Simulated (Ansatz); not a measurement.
Reaction (SMILES): C#N (CH-N) → [C-]#[NH+] (C-NH)
B3LYP-D3(BJ)/def2-TZVP geometries, fixed; electronic energies without zero-point terms.
Largest species:
```
C
N 1 1.1462
H 1 1.0667 2 180.00
```

Basis-set convergence of the isomerisation energy at wB97M-V with Ansatz (a program for electronic structure). Cartesian d functions, on some or all atoms, in 6-31G**; all else is spherical. The program fits the integrals of some runs and decomposes those of others, by size. The functional holds VV10 correlation; no added dispersion term, no relativity. Functions are those of the species that has most. Reference: the value in pcseg-4, 12.22 kcal/mol, itself unsure by roughly 0.05 kcal/mol (its mean distance from aug-pcseg-3, aug-cc-pVQZ, cc-pV5Z). Deviations are taken from unrounded values.

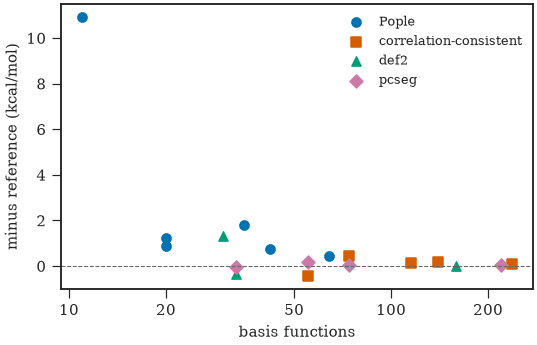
*Deviation from the reference against the number of basis functions, by family of sets.*

```tsv
basis	functions	isomerisation energy (kcal/mol)	minus reference (kcal/mol)
STO-3G	11	23.13	10.91
3-21G	20	13.46	1.24
6-31G	20	13.11	0.89
def2-SV(P)	30	13.52	1.30
def2-SVP	33	11.87	-0.35
pcseg-1	33	12.17	-0.05
6-31G**	35	14.00	1.78
6-311G**	42	12.95	0.73
aug-cc-pVDZ	55	11.79	-0.43
aug-pcseg-1	55	12.38	0.16
6-311++G(2d,2p)	64	12.64	0.42
cc-pVTZ	74	12.66	0.44
pcseg-2	74	12.25	0.03
aug-cc-pVTZ	115	12.35	0.13
cc-pVQZ	140	12.42	0.20
def2-QZVPPD	159	12.24	0.02
aug-pcseg-3	219	12.26	0.04
cc-pV5Z	237	12.31	0.09
```
